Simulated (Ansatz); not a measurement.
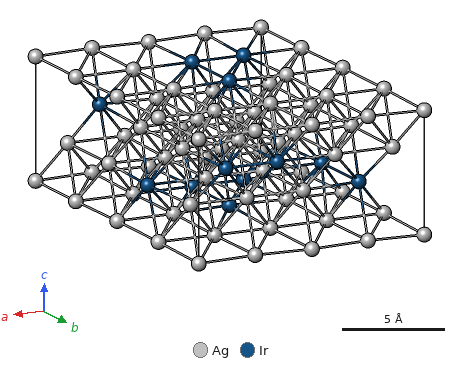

This is the input geometry for a relaxation of solid Ag13Ir3 (a generated structure, set up in P1) (coarse preliminary run). Style: ball-and-stick. Shown: the conventional cell (3 times the calculation's cell), from a free direction. Lengths and directions refer to the drawn axes.

Case: elements placed on the fcc lattice at random, relaxed further on a centred mesh.

Theory: DFT PBE, scalar-relativistic, plane waves, PAW in Ansatz.

Input
```yaml
crystal:
  lattice:
    - [-4.0950322013, 4.0962737944, -4.0952842239]
    - [4.0799115091, 4.0657483156, 4.0798794373]
    - [4.0804273185, -4.0808690078, -4.0652745545]
  atoms:
    - { symbol: Ag, position: [0.2438214872, 0.9941687012, 0.7485021005] }
    - { symbol: Ag, position: [0.5012418181, 0.9959307815, 0.5014197473] }
    - { symbol: Ag, position: [0.7544281207, 0.5022780387, 0.7545901616] }
    - { symbol: Ag, position: [0.2542849862, 0.2491329432, 0.5014432301] }
    - { symbol: Ag, position: [0.4987523926, 0.751128326, 0.7563667001] }
    - { symbol: Ag, position: [0.501259668, 0.2491532191, 0.2482737726] }
    - { symbol: Ag, position: [0.7547893329, 0.7491727411, 0.5014351655] }
    - { symbol: Ag, position: [0.9967292254, 0.0020435725, 0.9994166145] }
    - { symbol: Ag, position: [0.2437785461, 0.4962008888, 0.2465150044] }
    - { symbol: Ag, position: [0.9966938451, 0.747155356, 0.2543289334] }
    - { symbol: Ag, position: [0.7547627997, 0.2491543496, 0.0015001094] }
    - { symbol: Ag, position: [0.4987039016, 0.5040368238, 0.0034273598] }
    - { symbol: Ag, position: [0.2547311485, 0.7490764433, 0.0014019119] }
    - { symbol: Ir, position: [0.9963481306, 0.2490957238, 0.7296505867] }
    - { symbol: Ir, position: [0.9964455705, 0.4772968907, 0.5014596422] }
    - { symbol: Ir, position: [0.7682795034, 0.0210487954, 0.2733167378] }
  symmetry: { detect: false }
basis:
  ecutwfc: 420
kpoints:
  mp_grid: { grid: [4, 4, 4] }
hamiltonian:
  xc: pbe
scf:
  occupations: { method: gaussian, width: 0.1 }
  lower_state_search: "off"
output:
  forces: true
  stress: true
  eigenvalues: true
relax:
  adjacent_minimum: "off"
  f_tol: 0.04
  max_steps: 25
  cell: { stress_tol: 0.3 }
```

Run as
```bash
ansatz run input.yaml --threads 4 --pin off --max-ram 9216MiB --backend cpu --events-out ev --progress --plain --runs-dir out
```

Where does the relaxation end?

Answer. The energy falls by 1.1 meV per atom in 2 accepted moves (3 points after the start). The largest force component goes from 0.26 to 0.013 eV/Å. The pressure goes from 0.56 to 0.06 GPa. At 1 point the geometry stayed and the basis and grid were re-selected for the new cell (energy shift of less than 0.05 meV per atom at most each time). The largest moves relative to the cell, 0.019 Å, are those of Ir14 and Ir15. Ir14 goes along [2 1 0]. By element the largest moves are Ir 0.019 Å, Ag 0.017 Å. Cell: a = b 11.520 → 11.527 Å (+0.1 %), c 7.094 → 7.133 Å (+0.6 %). Volume +0.7 %. Near-neighbour distances that change, for instance: Ir14–Ir15 2.629 → 2.599 Å, Ag1–Ag2 2.917 → 2.945 Å, Ag10–Ir15 2.979 → 3.006 Å, Ag10–Ag13 2.954 → 2.974 Å. The space group stays R3m (No. 160). Cost: 4.1 min on 4 threads of Arm Neoverse V2, on a shared host, peak memory 2 GiB.

History of the run:

```tsv
step	E − E(0), meV/atom	largest force component, eV/Å	pressure, GPa	volume, Å³/atom	note
0	0.00	0.2574	0.56	16.985	
1	-0.36	0.1548	-0.75	17.249	
2	-1.01	0.0128	0.07	17.100	
3	-1.06	0.0128	0.06	17.100	same geometry, new basis
```

The structure at the end:

```xyz
16
Lattice="-4.1181 4.1183 -4.1182 4.0897 4.0613 4.0897 4.0897 -4.0898 -4.0612" Properties=species:S:1:pos:R:3 pbc="T T T"
Ag    6.1347    1.9820    0.0296
Ag    4.0528    4.0642   -0.0344
Ag    2.0278    2.0675   -4.1240
Ag    2.0126    0.0180   -2.0746
Ag    4.1099    2.0036   -2.0422
Ag   -0.0368    2.0675   -2.0594
Ag    2.0016    4.1005   -2.0856
Ag   -4.0910    4.1039   -4.0954
Ag    2.0451    2.0036    0.0227
Ag   -0.0014    6.1003   -2.0706
Ag   -2.0880    4.1188   -2.0957
Ag    0.0202    4.0754    0.0011
Ag    2.0199    4.0903    2.0042
Ir   -0.1069    2.1376   -6.0317
Ir   -0.1069    3.9753   -4.1941
Ir   -1.9445    2.1376   -4.1941
```
